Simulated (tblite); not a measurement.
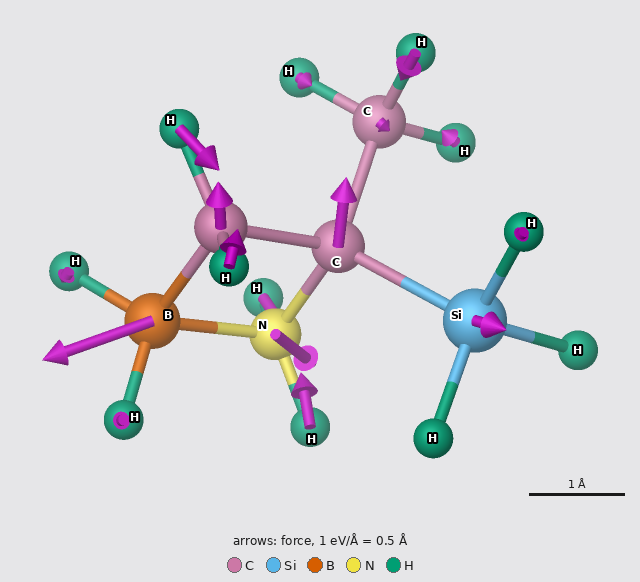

Starting geometry of C3H12BNSi with the computed forces as purple arrows. A ball-and-stick model, seen at a tilt.

The calculation used tblite, GFN2-xTB geometry optimisation, gas phase. 

> What follows when this structure is relaxed?

It isn't relaxed: the largest force vector, on the B atom, is 2.52 eV/Å. The final displacements have little in common with the starting forces (cosine between the two patterns 0.16). The atom that moves furthest after the best rigid fit is an H atom (0.56 Å). Largest moves by element: H 0.56 Å, B 0.23 Å, Si 0.13 Å, C 0.12 Å, N 0.11 Å. Among the contacts that change: B–N 1.546 → 1.657 Å, B–C 1.578 → 1.633 Å, C–H 1.126 → 1.090 Å, H–N 1.050 → 1.016 Å. Bond angles that change, for instance: B–N–H 111.2° → 119.3°, B–C–H 112.6° → 118.7°, H–C–H 113.3° → 107.4°. Over 74 geometry steps the energy falls by 10.1 kcal/mol.
